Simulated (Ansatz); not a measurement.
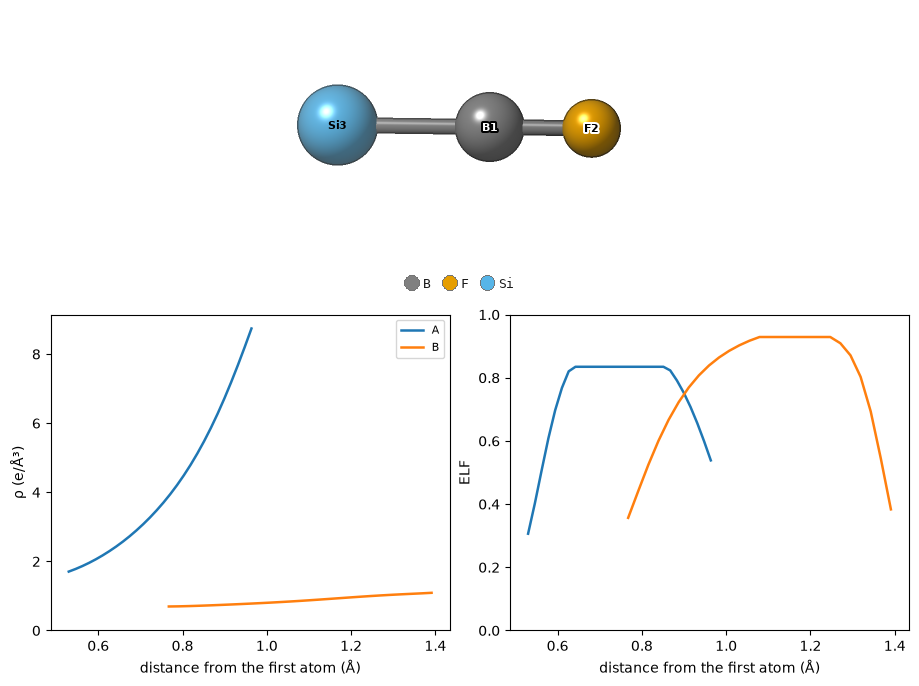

Figure 1: BFSi (SMILES FB=[Si]). Electron density and electron localisation function along straight lines between neighbouring atoms. The curves leave out the atomic cores. The structure is drawn too.

Geometry: PBE0-D3(BJ)/def2-SVP.

Level of theory: isolated molecule in a Gaussian basis; Kohn-Sham density functional theory, functional PBE0 (Ansatz 0.2.0).

The calculation's input:

```
crystal:
  periodic: [false, false, false]
  atoms:
    - {symbol: B, position_ang: [0.000000, 0.000000, -0.211264]}
    - {symbol: F, position_ang: [0.000000, 0.000000, -1.495959]}
    - {symbol: Si, position_ang: [0.000000, 0.000000, 1.707223]}
basis:
  gaussian:
    orbitals: def2-TZVPD
output:
  forces: true
  orbitals: {seedname: orbitals}
hamiltonian:
  xc: {name: PBE0}
```

Launched as:

```sh
ansatz run input.yaml --threads 1 --pin off --max-ram 2610MiB --events-out events.jsonl --progress --plain --runs-dir runs
```

Which curve belongs to which contact (B–F and Si–B)? The first atom named is at distance zero.

Curve A: B–F (1.28 Å): ρ is about 2.4 e/Å³ halfway; the ELF peaks at about 0.85 between the atoms; a short, strongly polar bond. Curve B: Si–B (1.92 Å): the density is about 0.78 e/Å³ at the midpoint; the ELF peaks at about 0.95 between the atoms: a shared electron pair.
